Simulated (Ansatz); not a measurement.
The calculation's input:

```
crystal:
  periodic: [false, false, false]
  atoms:
    - {symbol: Cl, position_ang: [2.170497, -0.836107, -1.386247]}
    - {symbol: Sb, position_ang: [0.792902, -1.482769, 0.467110]}
    - {symbol: Si, position_ang: [-0.876911, 0.414582, -0.096234]}
    - {symbol: H, position_ang: [-1.564130, 0.054203, -1.371252]}
    - {symbol: H, position_ang: [-0.146783, 1.705020, -0.253137]}
    - {symbol: H, position_ang: [-1.895873, 0.532121, 0.993373]}
    - {symbol: H, position_ang: [1.581497, -0.455049, 1.600788]}
basis:
  gaussian:
    orbitals: def2-TZVPD
hamiltonian:
  xc: {name: PBE0}
total_charge: 0
output: {forces: true, orbitals: {seedname: orbitals}}
```

Command:

```sh
ansatz run input.yaml --threads 2 --pin off --max-ram 5220MiB --events-out events.jsonl --progress --plain --runs-dir runs
```

Geometry: PBE0-D4/def2-SVP; core potentials replace the inner electrons of Sb.

These are results of isolated molecule in a Gaussian basis; Kohn-Sham density functional theory, functional PBE0 in Ansatz, not measurements.

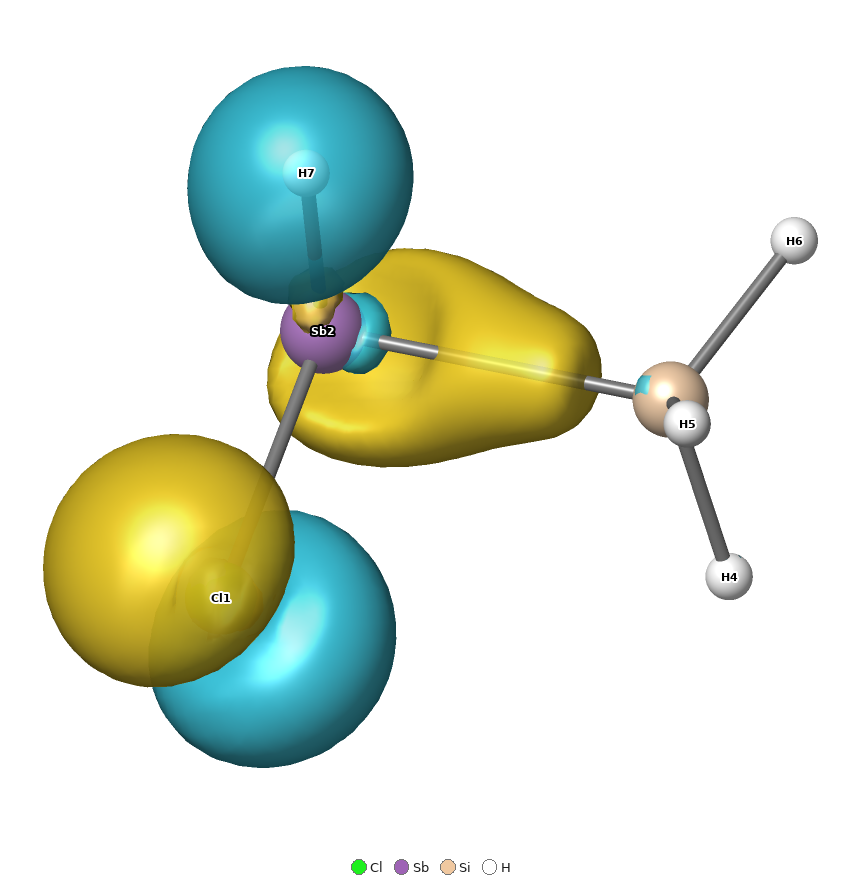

ClH4SbSi (SMILES [SiH3][SbH][Cl]). The HOMO−1 at ±0.15 Å⁻³ᐟ² (yellow and cyan are the two phases), seen across its widest extent.

Question: Describe this orbital and give its energy.

Answer: Its weight (Hirshfeld) is mainly on Cl1 (about 50 %), Sb2 (about 25 %), H7 (about 15 %) and Si3 (about 5 %). Its energy is −8.38 eV.
